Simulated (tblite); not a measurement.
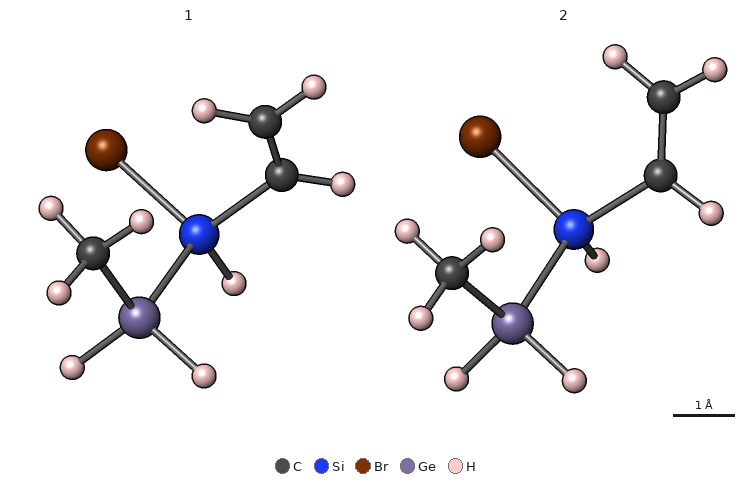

Two geometries of C$_{3}$H$_{9}$BrGeSi, drawn at one scale. One is the start of a relaxation, the other its converged end. The picture is a ball-and-stick view, seen from a free direction.

These are results of tblite, GFN2-xTB geometry optimisation, gas phase, not measurements. 

> Which of the two is the end point?

Structure 2 is the relaxed one. The atom that moves furthest after the best rigid fit is an H atom (1.54 Å). Largest moves by element: H 1.54 Å, C 0.75 Å, Br 0.58 Å, Si 0.19 Å, Ge 0.11 Å. Near-neighbour distances that change, for instance: Ge–H 1.559 → 1.510 Å, Ge–Si 2.304 → 2.343 Å, C–Ge 1.942 → 1.969 Å, C–H 1.109 → 1.088 Å. Among the angles between lasting bonds that change: Br–Si–H 109.7° → 103.2°, H–Ge–H 109.5° → 103.2°, Ge–Si–H 109.6° → 115.5°. Groups turn about C–Si by about 55°. The energy falls by 20.3 kJ/mol in 115 geometry steps. Cost: 2.7 s on 1 thread of Intel(R) Xeon(R) Processor @ 2.50GHz, on a shared host.
